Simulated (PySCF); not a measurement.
# C4H4F2: the cost of one run

Computed with PySCF 2.14.0, with density-fitted response routines of our own, on a single molecule in the gas phase. Atoms are numbered from 0 throughout.

### Step 1. Starting geometry

10 atoms, charge 0, multiplicity 1; geometry from: GFN2-xTB.

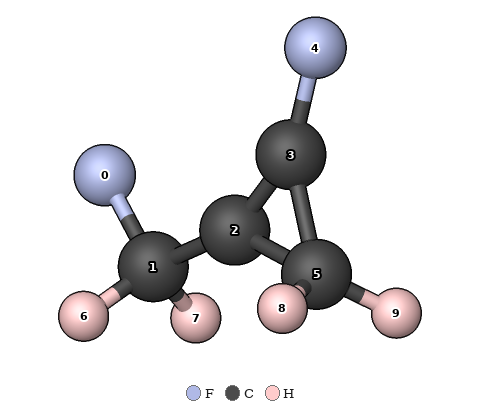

As it starts; fluorine light blue, carbon dark grey, hydrogen pink, atoms numbered.

### Step 2. Optimising the geometry at PBE0-D3(BJ)/def2-SVP

Job settings and geometry (Å):

```
{"job": {"xc": "PBE0", "basis": "def2-SVP", "d3": "d3bj", "grid": 1, "kind": "geom"}, "charge": 0, "multiplicity": 1}
F     -1.843632     1.579016     0.047330
C     -1.460376     0.264652    -0.022458
C      0.001137     0.131186     0.003170
C      1.210253     0.593165     0.045548
F      2.045087     1.606662     0.105655
C      1.135160    -0.891308    -0.015581
H     -1.913694    -0.249305     0.835597
H     -1.873513    -0.143249    -0.954930
H      1.336931    -1.479283     0.873313
H      1.371529    -1.406881    -0.940171
```

The run is started by

```console
> OMP_NUM_THREADS=1 python probes_run.py task.json out
```

This one command runs all jobs of the session in turn.

**Question.** How long does this first job take on 1 thread of Arm Neoverse V2, shared host, and how much memory does it need?

About 17 s, with a peak of 0.43 GiB.
